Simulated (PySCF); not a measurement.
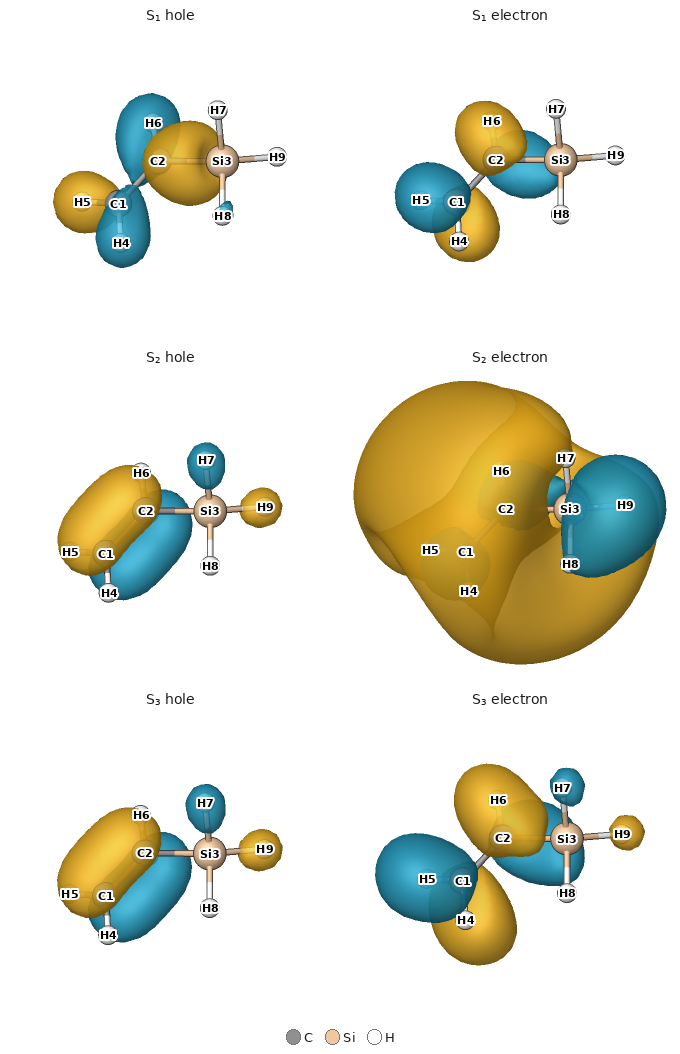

*C₂H₆Si, SMILES `C=C[SiH3]`. Leading natural transition orbitals (TDA singlet states).*

Method: ωB97X/6-311+G**; geometry: GFN2-xTB; program: PySCF. No frequency check shows the geometry to be a minimum.

**Describe these excited states.**

By state:
- S₁: 7.03 eV (176 nm), f = 0.002 (very weak); the leading pair carries 98 %; hole on C2 (32 %), Si3 (20 %) and C1 (15 %), electron on C1 (37 %), C2 (32 %) and Si3 (10 %); their centroids lie 0.4 Å apart.
- S₂: 7.57 eV (164 nm), f = 0.030, π → diffuse (Rydberg-like) orbital; the leading pair carries 98 %; hole on C1 (38 %), C2 (36 %) and Si3 (8 %), electron on Si3 (28 %), C1 and C2 (17 % each) and H6 (11 %) (atom shares of so diffuse an orbital are rough); their centroids lie 0.3 Å apart.
- S₃: 7.79 eV (159 nm), f = 0.637 (bright); the leading pair carries 91 %; hole on C1 (37 %), C2 (36 %) and Si3 (9 %), electron on C1 (33 %), C2 (27 %) and Si3 (14 %); their centroids lie 0.3 Å apart.
